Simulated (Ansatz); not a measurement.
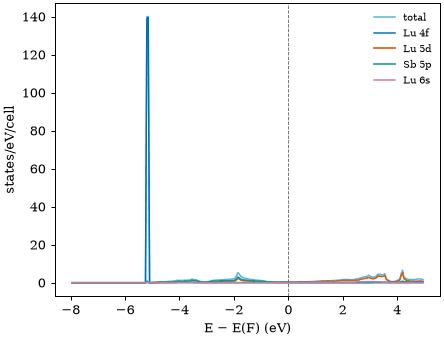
*Total and projected density of states of LuSb (rock salt, Fm-3m), LDA in the plane-wave PAW code Ansatz*

**Question.** Which orbitals carry the states next to the Fermi level?

**Answer.** Within 0.5 eV of the Fermi level: Lu 5d 58 %, Sb 5p 38 %. Projections are on Löwdin-orthogonalised atomic valence shells; empty p or d shells of many metals are not among them.

**Question.** Where is the tallest occupied peak in this window, and what makes it?

**Answer.** Near -5.2 eV, about 140 states/eV per cell; the largest projected share is Lu 4f.

The workflow started from a Materials Project entry (that database holds measured and hypothetical structures alike); the Crystallography Open Database copy checked does not list it. Its standing as an ambient phase is unchecked. Symmetry was held in the LDA relaxation; of distortions, only those at the zone centre were tested. Spin–orbit coupling is left out wherever it is not named.

Potentials: the later of the program's two PAW sets.
